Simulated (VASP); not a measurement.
Consider the following.

```
Ru
1.0
    1.36346    -2.36159     0.00000
    1.36346     2.36159     0.00000
    0.00000     0.00000     4.29561
Ru
2
Cartesian
  1.36346   0.78720   1.07390
  1.36346  -0.78720   3.22170
```

Calculation: PW91 GGA, VASP's PBE PAW potentials (set 64) (plane waves; VASP). Numerical set-up: 520 eV cut-off, 17×17×10 Γ-centred mesh, tetrahedra with Blöchl corrections, potentials Ru_pv.

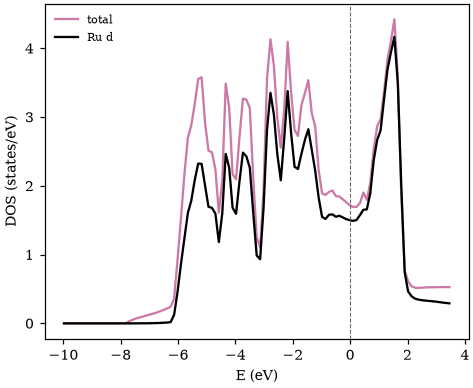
*Total and projected density of states, zero at the Fermi level*

Within 2 eV below the Fermi level the largest weight inside VASP's projection spheres is Ru d.

It has no gap at this level: it comes out as a metal or semimetal.

The compound is Ru in the hcp structure. It was relaxed first.
